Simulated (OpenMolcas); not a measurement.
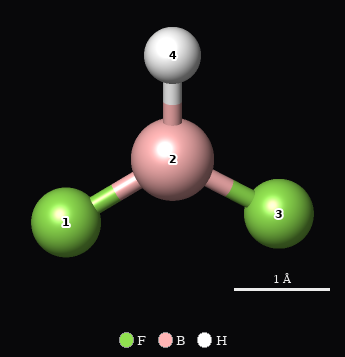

*The input geometry (ball-and-stick view, seen at a tilt; atoms are numbered from 1 in the order of the input).*

Bond lengths as drawn: B–F 1.31 Å and B–H 1.19 Å.

# Run report: BHF$_{2}$ (charge +1), single-point calculation

The run: single-point calculation of BHF$_{2}$, charge +1, multiplicity 2. Method and program: SVWN5/STO-3G, UKS (OpenMolcas 26.06).

The geometry is that of the parent species in another charge or spin state. The geometry comes from this level: PBE0-D4/def2-TZVP.

### Input file
```
* BF2H Kohn-Sham DFT
>>> EXPORT MOLCAS_PRINT=2
&gateway
baslib
$CurrDir
coord
4
angstrom
F        1.154300       0.456900      -0.361900
B       -0.001900      -0.031000       0.025200
F       -1.095400       0.528700      -0.438900
H       -0.057000      -0.954600       0.775600
basis
STO-3G
group
NoSym
&seward
gridinput
Grid=UltraFine
End of Grid
&scf
uhf
charge
1
spin
2
ksdft
SVWN5
thresholds
1e-10 1e-07 1e-07 1e-05
prorbitals
1 1
```

Run as:
```bash
export MOLCAS_MEM=1860
pymolcas test.inp > test.log
```

### Log
```
--- Start Module: gateway ---

                                              &GATEWAY

                       available to each process: 1.9 GB of memory, 1 thread

 Basis Set     1 Label: F.STO-3G
 Basis set is read from library:.
 basistype.tbl is not found

 Basis Set     2 Label: B.STO-3G
 Basis set is read from library:.
 basistype.tbl is not found

 Basis Set     3 Label: F.STO-3G
 Basis set is read from library:.
 basistype.tbl is not found

 Basis Set     4 Label: H.STO-3G
 Basis set is read from library:.
 basistype.tbl is not found

++    Symmetry information:
      ---------------------

                    Character Table for C1

                             E
                    a        1  x, y, xy, Rz, z, xz, Ry, yz, Rx, I
--

++    Basis set information:
      ----------------------

      Basis set label: F.STO-3G.........

      Electronic valence basis set:
      ------------------
      Associated Effective Charge   9.000000 au
      Associated Actual Charge      9.000000 au
      Nuclear Model: Point charge

      Shell  nPrim  nBasis  Cartesian Spherical Contaminant
         s       6       2        X
         p       3       1        X

      Basis set label: B.STO-3G.........

      Electronic valence basis set:
      ------------------
      Associated Effective Charge   5.000000 au
      Associated Actual Charge      5.000000 au
      Nuclear Model: Point charge

      Shell  nPrim  nBasis  Cartesian Spherical Contaminant
         s       6       2        X
         p       3       1        X

      Basis set label: F.STO-3G.........

      Electronic valence basis set:
      ------------------
      Associated Effective Charge   9.000000 au
      Associated Actual Charge      9.000000 au
      Nuclear Model: Point charge

      Shell  nPrim  nBasis  Cartesian Spherical Contaminant
         s       6       2        X
         p       3       1        X

      Basis set label: H.STO-3G.........

      Electronic valence basis set:
      ------------------
      Associated Effective Charge   1.000000 au
      Associated Actual Charge      1.000000 au
      Nuclear Model: Point charge

      Shell  nPrim  nBasis  Cartesian Spherical Contaminant
         s       3       1        X
--

++    Molecular structure info:
      -------------------------

                    ************************************************
                    **** Cartesian Coordinates / bohr, angstrom ****
                    ************************************************

     Center  Label                x              y              z                     x              y              z
        1      F1               2.181311       0.863416      -0.683892              1.154300       0.456900      -0.361900
        2      B2              -0.003590      -0.058582       0.047621             -0.001900      -0.031000       0.025200
        3      F3              -2.070006       0.999098      -0.829401             -1.095400       0.528700      -0.438900
        4      H4              -0.107714      -1.803933       1.465672             -0.057000      -0.954600       0.775600

                    ***************************************
                    *    InterNuclear Distances / bohr    *
                    ***************************************

               1 F1            2 B2            3 F3            4 H4
    1 F1       0.000000
    2 B2       2.481730        0.000000
    3 F3       4.255970        2.481517        0.000000
    4 H4       4.120074        2.251213        4.120064        0.000000

                    *******************************************
                    *    InterNuclear Distances / angstrom    *
                    *******************************************

               1 F1            2 B2            3 F3            4 H4
    1 F1       0.000000
    2 B2       1.313275        0.000000
    3 F3       2.252162        1.313162        0.000000
    4 H4       2.180249        1.191291        2.180244        0.000000

                    **************************************
                    *    Valence Bond Angles / degree    *
                    **************************************
                          Atom centers                 Phi
                      1 F1       2 B2       3 F3       118.07
                      1 F1       2 B2       4 H4       120.96
                      3 F3       2 B2       4 H4       120.97
--

            Nuclear Potential Energy             61.88855474 au

--- Stop Module: gateway /rc=_RC_ALL_IS_WELL_ ---

--- Start Module: seward ---

                                              &SEWARD

                       available to each process: 1.9 GB of memory, 1 thread

               SEWARD will generate:
                  Multipole Moment integrals up to order  2
                  Kinetic Energy integrals
                  Nuclear Attraction integrals (point charge)
                  One-Electron Hamiltonian integrals
                  Velocity integrals
                  Orbital angular momentum around (  0.0393   0.6583  -0.5348 )
                  Velocity quadrupole around (  0.0393   0.6583  -0.5348 )
                  Two-Electron Repulsion integrals

                   Integrals are discarded if absolute value <: 1.00E-14
                   Integral cutoff threshold is set to       <: 1.00E-16

            Nuclear Potential Energy             61.88855474 au

      Basis set specifications :
      Symmetry species         a
      Basis functions           16

--- Stop Module: seward /rc=_RC_ALL_IS_WELL_ ---

--- Start Module: scf ---

                                                &SCF

                       available to each process: 1.9 GB of memory, 1 thread

++    Input section:
      --------------

      Header of the integral files:

      Cartesian coordinates in angstrom:
      -----------------------------------------------------
      No.  Label        X            Y            Z
      -----------------------------------------------------
       1   F1         1.15430000   0.45690000  -0.36190000
       2   B2        -0.00190000  -0.03100000   0.02520000
       3   F3        -1.09540000   0.52870000  -0.43890000
       4   H4        -0.05700000  -0.95460000   0.77560000
      -----------------------------------------------------
      Nuclear repulsion energy =   61.88855474
--

++    Orbital specifications:
      -----------------------

      Symmetry species               1
                                     a
      Frozen orbitals                0
      Start temperature = 0.500
      End temperature   = 0.010
      Temperature Factor= 0.460
      Deleted orbitals               0
      Total number of orbitals      16
      Number of basis functions     16
--

      Molecular charge                           1.000

      Numerical integration parameters
      --------------------------------
      Radial quadrature type:                         MHL
      Size of radial grid:                            99
      Lebedev angular grid:                           41
      Angular grid pruned with the crowding factor:  1.00E+10
                                 and fading factor:  1.00E+01
      Screening threshold for integral computation:   1.00E-11
      Radial quadrature accuracy:                     1.00E-25
      Maximum batch size:                             128
      AO values are stored on disk
      The same grid will be used for all iterations.

      DFT functional specifications
      -----------------------------
      Using Libxc version: 6.2.2
      Please cite the following reference:
      S. Lehtola, C. Steigemann, M. J.T. Oliveira, and M. A.L. Marques.,  SoftwareX 7, 1–5 (2018) doi:10.1016/j.softx.2017.11.002

      * Slater exchange
        - P. A. M. Dirac.,  Math. Proc. Cambridge Philos. Soc. 26, 376 (1930) doi:10.1017/S0305004100016108
        - F. Bloch.,  Z. Phys. 57, 545 (1929) doi:10.1007/BF01340281
      * Vosko, Wilk & Nusair (VWN5)

++    Optimization specifications:
      ----------------------------

      SCF Algorithm: Conventional USCF
      D(i)-D(i-1) density differences are used
      Number of density matrices in core                 5
      Maximum number of NDDO SCF iterations            400
      Maximum number of HF SCF iterations              400
      Threshold for SCF energy change             1.00E-10
      Threshold for density matrix                1.00E-07
      Threshold for Fock matrix                   1.00E-07
      Threshold for linear dependence             1.00E-09
      Threshold at which DIIS is turned on        1.50E-01
      Maximum depth in the DIIS procedure                5
      Maximum depth in the BFGS Hessian update          30
      Threshold at which QNR/C2DIIS is turned on  7.50E-02
      Threshold for Norm(delta) (QNR/C2DIIS)      1.00E-05
      All orbitals punched on: UHFORB
--

      Input vectors read from INPORB
      Orbital file label: *Guess orbitals

++ Convergence information
                               UHF SVWN5      iterations: Energy and convergence statistics

Iter     Tot. SVWN5      One-elec.       Two-elec.     Energy      Max Dij or  Max Fij      DNorm      TNorm      AccCon     Time
         Energy          Energy          Energy        Change      Delta Norm                                                in Sec.
   1  -217.011659456  -438.677613933   159.777399732   0.00E+00    8.90E-02*   2.78E-01*    7.80E+00   5.67E+01   None         0.
   2  -218.957871817  -450.195328113   169.348901551  -1.95E+00*   7.38E-01*   2.66E-01*    4.25E+00   5.82E+01   EDIIS        0.
   3  -217.514496112  -434.417824381   155.014773524   1.44E+00*   2.77E-01*   1.97E-01*    4.27E+00   5.58E+01   EDIIS        0.
   4  -219.978834707  -443.891874253   162.024484801  -2.46E+00*   2.95E-01*   1.01E-01*    2.48E+00   5.71E+01   EDIIS        0.
   5  -219.883019299  -449.215053476   167.443479432   9.58E-02*   1.59E-01*   7.44E-02*    1.41E+00   5.79E+01   EDIIS        0.
   6  -220.067711835  -445.405740732   163.449474151  -1.85E-01*   1.30E-01*   2.50E-02*    8.32E-01   5.73E+01   EDIIS        0.
   7  -220.059801090  -446.717958506   164.769602671   7.91E-03*   1.13E-01*   2.28E-02*    5.61E-01   5.75E+01   EDIIS        0.

       Fermi aufbau procedure completed!
      nOcc(alpha)=   12
      nOcc(beta) =   11

   8  -220.076664394  -445.629357541   163.664138402  -1.69E-02*   2.87E-02*   5.79E-03*    4.37E-01   5.74E+01   c2DIIS       0.
   9  -220.076835520  -445.797750625   163.832360360  -1.71E-04*   3.49E-01*   4.28E-03*    5.92E-02   5.74E+01   QNRc2DIIS    0.
  10  -220.066415888  -445.648960156   163.693989523   1.04E-02*   3.19E-01*   4.93E-02*    4.56E-01   5.74E+01   QNRc2DIIS    0.
  11  -220.076913926  -445.724447187   163.758978516  -1.05E-02*   1.27E-02*   1.95E-03*    4.18E-01   5.74E+01   QNRc2DIIS    0.
  12  -220.076932498  -445.768179260   163.802692017  -1.86E-05*   3.19E-03*   7.22E-04*    1.56E-02   5.74E+01   QNRc2DIIS    0.
  13  -220.076935025  -445.761453744   163.795963975  -2.53E-06*   3.84E-03*   2.60E-04*    4.12E-03   5.74E+01   QNRc2DIIS    0.
  14  -220.076935342  -445.758472560   163.792982473  -3.17E-07*   1.36E-03*   1.29E-04*    5.18E-03   5.74E+01   QNRc2DIIS    0.
  15  -220.076935433  -445.759561490   163.794071312  -9.14E-08*   7.25E-05*   7.64E-06*    1.79E-03   5.74E+01   QNRc2DIIS    0.
  16  -220.076935433  -445.759476880   163.793986702  -2.89E-10*   4.52E-06    4.76E-07*    9.52E-05   5.74E+01   QNRc2DIIS    0.
  17  -220.076935433  -445.759481764   163.793991585  -2.10E-12    7.83E-07    8.25E-08     7.67E-06   5.74E+01   QNRc2DIIS    0.

       Convergence after  17 Iterations
--

 *****************************************************************************************************************************
 *                                             SCF/KS-DFT Program, Final results                                             *
 *                                                       Final Results                                                       *
 *****************************************************************************************************************************

::    Total KS-DFT energy                            -220.0769354334
      One-electron energy                            -445.7594817637
      Two-electron energy                             163.7939915854
      Nuclear repulsion energy                         61.8885547448
      Kinetic energy (interpolated)                   215.9789643055
      Virial theorem                                    1.0189739364
      Total spin, S(S+1)                                0.7514447801
      Total spin, S                                     0.5007221293
      Max non-diagonal density matrix element           0.0000004486
      Max non-diagonal Fock matrix element              0.0000000239

      All orbitals with orbital energies smaller than  E(LUMO)+0.5 are printed

++    Molecular orbitals:
      -------------------

      Title: UKS-DFT orbitals (alpha)

      Molecular orbitals for symmetry species 1: a

          Orbital            1         2         3         4         5         6         7         8         9        10
          Energy          -24.3558  -24.3556   -6.7148   -1.4689   -1.4391   -0.7927   -0.7496   -0.7420   -0.7016   -0.6233
          Occ. No.          1.0000    1.0000    1.0000    1.0000    1.0000    1.0000    1.0000    1.0000    1.0000    1.0000

          Orbital           11        12        13        14        15        16
          Energy           -0.6228   -0.6158   -0.3027   -0.0557    0.0207    0.0968
          Occ. No.          1.0000    1.0000    0.0000    0.0000    0.0000    0.0000

--

      All orbitals with orbital energies smaller than  E(LUMO)+0.5 are printed

++    Molecular orbitals:
      -------------------

      Title: UKS-DFT orbitals (beta)

      Molecular orbitals for symmetry species 1: a

          Orbital            1         2         3         4         5         6         7         8         9        10
          Energy          -24.3483  -24.3481   -6.7148   -1.4496   -1.4184   -0.7705   -0.7276   -0.7189   -0.6912   -0.6090
          Occ. No.          1.0000    1.0000    1.0000    1.0000    1.0000    1.0000    1.0000    1.0000    1.0000    1.0000

          Orbital           11        12        13
          Energy           -0.5955   -0.5715   -0.2970
          Occ. No.          1.0000    0.0000    0.0000

--

++    Molecular charges:
      ------------------

      Mulliken charges per centre and basis function type
      ---------------------------------------------------

                            F1                      B2                      F3                      H4
                     alpha        beta       alpha        beta       alpha        beta       alpha        beta
      1s           1.9764      1.9747      1.4036      1.3940      1.9764      1.9747      0.5172      0.2422
      2px          0.8231      0.8169      0.2362      0.2515      0.8364      0.8222      0.0000      0.0000
      2pz          0.8914      0.7489      0.3149      0.3152      0.8852      0.7465      0.0000      0.0000
      2py          0.9014      0.6897      0.3433      0.3364      0.8942      0.6870      0.0000      0.0000
      Total        4.5924      4.2303      2.2981      2.2971      4.5923      4.2304      0.5172      0.2422
      Total              8.8227                  4.5952                  8.8227                  0.7594

      Charge            0.1773                  0.4048                  0.1773                  0.2406

      Total electronic charge=   23.000000

      Total            charge=    1.000000
--

++    Molecular orbitals:
      -------------------

      Title: Natural orbitals

      Molecular orbitals for symmetry species 1: a

          Orbital            1         2         3         4         5         6         7         8         9        10
          Energy          -24.3507  -24.3516   -6.7141   -1.1556   -1.3797   -0.6599   -0.6162   -1.0594   -0.6964   -0.7290
          Occ. No.          2.0000    2.0000    2.0000    2.0000    2.0000    2.0000    2.0000    2.0000    1.9999    1.9998

          Orbital           11        12        13        14        15        16
          Energy           -0.7664   -0.5936    0.0376    0.0267   -0.2999    0.0264
          Occ. No.          1.9996    1.0000    0.0004    0.0002    0.0001    0.0000

--

++    Molecular properties:
      ---------------------

      Charge (e):
                      =    1.0000
      Dipole Moment (debye):
      Origin of the operator (angstrom)=    0.0208    0.3483   -0.2830
                   X= -9.2509E-02               Y= -1.5505E+00               Z=  1.2598E+00           Total=  1.9999E+00
      Center of Charge (angstrom)
                     X=    0.00154718               Y=    0.02552658               Z=   -0.02073245
      Quadrupole Moment (debye*angstrom):
      Origin of the operator (angstrom)=    0.0208    0.3483   -0.2830
                  XX= -1.0640E+01              XY=  6.4939E-02              XZ= -4.1164E-02              YY= -1.0211E+01
                  YZ= -1.4905E+00              ZZ= -1.0833E+01
      In traceless form (debye*angstrom)
                  XX= -1.1809E-01              XY=  9.7408E-02              XZ= -6.1747E-02              YY=  5.2599E-01
                  YZ= -2.2357E+00              ZZ= -4.0790E-01
--

--- Stop Module: scf /rc=_RC_ALL_IS_WELL_ ---
--- Module scf spent 3 seconds ---

.##################.
.# Happy landing! #.
.##################.

    Timing: Wall=4.63 User=3.66 System=0.97
```

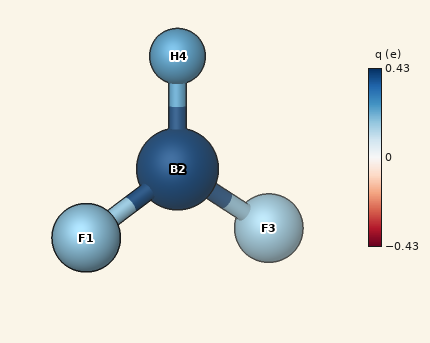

*Mulliken charges, as the colour of each atom (ball-and-stick view, seen at a tilt; atoms are numbered from 1 in the order of the input).*

By element: F +0.18, B +0.40 and H +0.24 e.

### Results in brief

| quantity | value |
| --- | --- |
| outcome | converged |
| total energy | −220.076935 hartree |
| basis functions | 16 |
| ⟨S²⟩ | 0.751 |
| hardware | 1 thread of Arm Neoverse V1, 24 GiB of memory available, shared host |
| wall time | 5.1 s |
| peak memory | 0.37 GiB |
